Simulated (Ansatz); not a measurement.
# BSiH4O2F (SMILES O[SiH2]B(O)F) at B3LYP/def2-SVP

What is the energy change on altering one bond length of BSiH4O2F at B3LYP/def2-SVP? 

The calculation is run with Ansatz 0.2.0.

127 further runs of the same task are left out: 127 set aside as unsound or not needed. Runs told in other sessions of the task aren't counted.

## Step 1: The system as given

BSiH4O2F has 9 atoms, charge 0, and is taken as a singlet. SMILES: `O[SiH2]B(O)F`. The shape is that of a PBE0-D4/def2-TZVP optimisation. This is one conformer, not always the lowest.

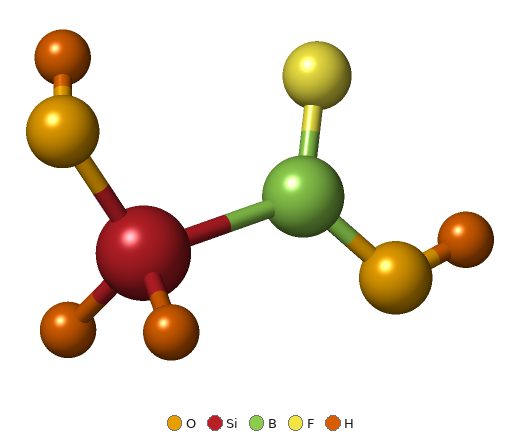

The structure, seen from a chosen angle (oxygen amber, silicon red, boron green, fluorine yellow, hydrogen orange).

## Step 2: A single-point energy at B3LYP/def2-SVP

Input file input.yaml:

```yaml
crystal:
  periodic: [false, false, false]
  atoms:
    - {symbol: O, position_ang: [1.152500, 0.650100, 1.703000]}
    - {symbol: Si, position_ang: [0.837600, -0.439800, 0.500200]}
    - {symbol: B, position_ang: [-0.701500, 0.194000, -0.670900]}
    - {symbol: O, position_ang: [-0.968000, -0.381600, -1.859000]}
    - {symbol: F, position_ang: [-1.488500, 1.196900, -0.250400]}
    - {symbol: H, position_ang: [0.401000, 1.098100, 2.092900]}
    - {symbol: H, position_ang: [2.093300, -0.579800, -0.278100]}
    - {symbol: H, position_ang: [0.493300, -1.781600, 1.056300]}
    - {symbol: H, position_ang: [-1.731300, -0.002600, -2.311100]}
basis:
  gaussian:
    orbitals: def2-SVP
hamiltonian:
  xc: {name: B3LYP}
accuracy: high
output:
  orbitals: {seedname: orbitals}
```

Started as:

```sh
$ ansatz run input.yaml --threads 1 --pin off --max-ram 3480MiB --events-out events.jsonl --progress --plain --runs-dir runs
```

The log of the run:

```text
Warning: RAYON_NUM_THREADS=1 ignored (pool sized by the plan → 1); use --threads N
Functional definition: B3LYP
  name "B3LYP"
  parameter a0 = 0.2
  parameter ax = 0.72
  parameter ac = 0.81
  exchange = (1 - a0 - ax)*slater_x + ax*b88_x + a0*exact_x
  correlation = (1 - ac)*vwn_rpa_c + ac*lyp_c
2070 factors; integrals over basis functions are off by at most 6.6e-9 eV
mean field evaluation 1: about -15418.1502 eV, gradient 6.8e1 eV
mean field evaluation 2: about -15403.1499 eV, gradient 1.1e2 eV
mean field evaluation 4: about -15425.9059 eV, gradient 4.5e0 eV
mean field evaluation 8: about -15426.1034 eV, gradient 3.1e-1 eV
mean field evaluation 16: about -15426.1036 eV, gradient 3.8e-5 eV
mean field -15426.10364693 eV, -566.8988528359 hartree, gradient 2.4e-8 eV, S^2 0.000000; 0 other end points of the search recorded, 0 dependent functions left out
reference -15426.10368720 eV, -566.8988543159 hartree; 24, 24 occupied and 70, 70 virtual orbitals, 2070 factors
Total energy: -15426.10368720 eV, -566.8988543159 hartree
```

Wall time 9.6 s (1 thread of Arm Neoverse V2, shared host); peak memory 0.32 GiB.

## Step 3: The distorted shape, same level

Input file input.yaml:

```yaml
basis:
  gaussian:
    orbitals: def2-SVP
crystal:
  periodic: [false, false, false]
  atoms:
    - {symbol: O, position_ang: [1.922059, 0.333196, 2.288557]}
    - {symbol: Si, position_ang: [1.607159, -0.756704, 1.085757]}
    - {symbol: B, position_ang: [-0.701500, 0.194000, -0.670900]}
    - {symbol: O, position_ang: [-0.968000, -0.381600, -1.859000]}
    - {symbol: F, position_ang: [-1.488500, 1.196900, -0.250400]}
    - {symbol: H, position_ang: [1.170559, 0.781196, 2.678457]}
    - {symbol: H, position_ang: [2.862859, -0.896704, 0.307457]}
    - {symbol: H, position_ang: [1.262859, -2.098504, 1.641857]}
    - {symbol: H, position_ang: [-1.731300, -0.002600, -2.311100]}
hamiltonian:
  xc: {name: B3LYP}
accuracy: high
output: {orbitals: {seedname: orbitals}}
```

Started as:

```sh
$ ansatz run input.yaml --threads 1 --pin off --max-ram 3480MiB --events-out events.jsonl --progress --plain --runs-dir runs
```

The log of the run (excerpt; [...] marks lines left out):

```text
Warning: RAYON_NUM_THREADS=1 ignored (pool sized by the plan → 1); use --threads N
[... 7 set-up lines as earlier in the session ...]
2025 factors; integrals over basis functions are off by at most 7.0e-9 eV
mean field evaluation 1: about -15415.4926 eV, gradient 7.0e1 eV
mean field evaluation 2: about -15395.0756 eV, gradient 1.2e2 eV
mean field evaluation 4: about -15423.5536 eV, gradient 7.4e0 eV
mean field evaluation 8: about -15423.8543 eV, gradient 7.2e-1 eV
mean field evaluation 16: about -15423.8558 eV, gradient 4.8e-5 eV
mean field -15423.85584030 eV, -566.8162474662 hartree, gradient 3.9e-8 eV, S^2 0.000000; 0 other end points of the search recorded, 0 dependent functions left out
reference -15423.85588352 eV, -566.8162490543 hartree; 24, 24 occupied and 70, 70 virtual orbitals, 2025 factors
Total energy: -15423.85588352 eV, -566.8162490543 hartree
```

It took 8.7 s on 1 thread of Arm Neoverse V2, shared host; peak memory 0.31 GiB.

## Step 4: Outcome

Level: B3LYP/def2-SVP.

| quantity | value |
| --- | --- |
| first shape: total energy | -566.89885 Eh |
| first shape: HOMO energy | -7.73 eV |
| first shape: LUMO energy | -0.44 eV |
| first shape: HOMO–LUMO gap | 7.29 eV |
| distorted shape: total energy | -566.81625 Eh |
| distorted shape: HOMO energy | -6.26 eV |
| distorted shape: LUMO energy | -1.47 eV |
| distorted shape: HOMO–LUMO gap | 4.80 eV |
| energy change with the Si2–B3 bond stretched from 2.035 to 3.053 Å | 2.248 eV |

In words: With the Si2–B3 bond stretched from 2.035 to 3.053 Å the energy rises by 2.25 eV (217 kJ/mol). The first shape isn't relaxed at this level, so the change isn't measured from a minimum.
